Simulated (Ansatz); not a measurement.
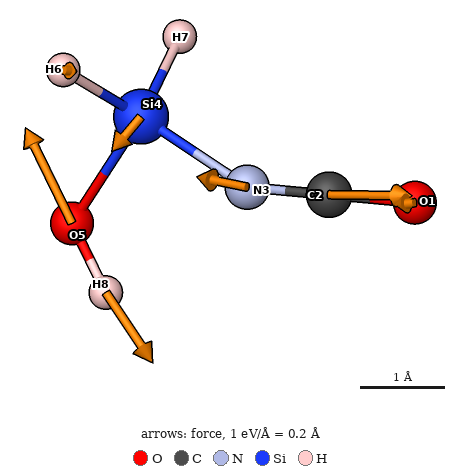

Starting geometry of CH$_{3}$NO$_{2}$Si with the computed forces as orange arrows. A ball-and-stick model, seen at a tilt.

The run prepares an end point of a later path (torsion) calculation, from a guessed geometry.

Level of theory: RKS CAM-B3LYP-D4/STO-3G (Ansatz). Set-up: no spin polarisation; force threshold 0.015 eV/Å; at most 40 steps.

Question: Is this structure relaxed? If not, where do the atoms go?

Answer: It isn't relaxed: the largest force vector, on O5, is 6.52 eV/Å. The final displacements have little in common with the starting forces (cosine between the two patterns −0.19). The energy falls by 0.619 eV in 25 accepted moves (29 points after the start). Largest force component: 5.5 eV/Å at the start, 0.0095 eV/Å at the end. The line search rejected the trial steps at points 5, 11, 18, 21 of the run. N3 moves most after the best rigid fit: 0.65 Å. Largest moves by element: N 0.65 Å, O 0.55 Å, H 0.45 Å, C 0.06 Å, Si 0.05 Å. Near-neighbour distances that change, for instance: O5–H8 0.930 → 1.016 Å, Si4–H6 1.492 → 1.440 Å, C2–N3 1.187 → 1.233 Å, N3–Si4 1.717 → 1.742 Å. Bond angles that change, for instance: C2–N3–Si4 154.7° → 142.2°, N3–Si4–O5 101.4° → 110.9°, Si4–O5–H8 114.0° → 105.6°. Groups turn about N3–Si4 by about 125°, Si4–O5 by about 65°.

Limits of the set-up: STO-3G is a minimal basis, so the numbers are rough.
